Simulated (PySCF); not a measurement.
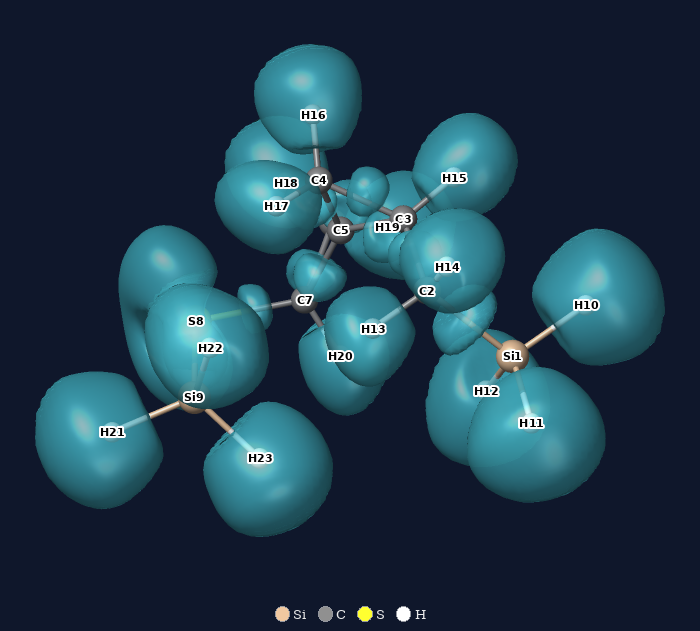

The picture shows: C₆H₁₄SSi₂. Isosurface of the electron localisation function at 0.8 (cyan), seen at a tilt. Only the valence region is drawn (cores and ρ < 0.01 e/Å³ removed).

Geometry: GFN2-xTB.

All numbers below come from PBE0/pcSseg-1, SCF density, gas phase, non-relativistic (PySCF).

```yaml
atoms:
  - { symbol: Si, position_ang: [-2.3101, 0.1388, -1.6824] }
  - { symbol: C, position_ang: [-1.0771, 1.2242, -0.7190] }
  - { symbol: C, position_ang: [-1.0015, 0.8646, 0.7454] }
  - { symbol: C, position_ang: [0.2383, 1.2078, 1.5480] }
  - { symbol: C, position_ang: [-0.0751, -0.1972, 1.1996] }
  - { symbol: C, position_ang: [-0.1165, -1.5005, 1.9003] }
  - { symbol: C, position_ang: [0.6316, -1.3426, 0.5966] }
  - { symbol: S, position_ang: [2.4360, -1.4217, 0.6166] }
  - { symbol: Si, position_ang: [2.8570, -0.3117, -1.1626] }
  - { symbol: H, position_ang: [-3.6460, 0.2962, -1.1060] }
  - { symbol: H, position_ang: [-2.3162, 0.5656, -3.0821] }
  - { symbol: H, position_ang: [-1.9136, -1.2681, -1.5998] }
  - { symbol: H, position_ang: [-0.0814, 1.1319, -1.1591] }
  - { symbol: H, position_ang: [-1.3644, 2.2750, -0.8116] }
  - { symbol: H, position_ang: [-1.9505, 0.9414, 1.2668] }
  - { symbol: H, position_ang: [0.1238, 1.5200, 2.5764] }
  - { symbol: H, position_ang: [1.0594, 1.6921, 1.0380] }
  - { symbol: H, position_ang: [0.4728, -1.6124, 2.7993] }
  - { symbol: H, position_ang: [-1.0292, -2.0806, 1.8933] }
  - { symbol: H, position_ang: [0.2230, -1.8119, -0.2893] }
  - { symbol: H, position_ang: [4.2669, -0.5601, -1.3945] }
  - { symbol: H, position_ang: [2.5805, 1.1058, -0.9496] }
  - { symbol: H, position_ang: [1.9876, -0.8296, -2.2141] }
```

Question: What do the ELF domains correspond to?

Answer: The ELF exceeds this value in seven regions between bonded C–C atoms (shared pairs), one region between bonded C–S atoms (shared pairs), one region between bonded C–Si atoms (shared pairs), 14 regions around hydrogen nuclei and one region on S in which the atom's valence shell and bonds are merged. Along the contacts the grid gives the following. C–C (1.47 Å): the ELF peaks at about 0.85 between the atoms, as expected for a covalent bond. C–S (1.81 Å): the ELF peaks at about 0.90 between the atoms; a shared electron pair.
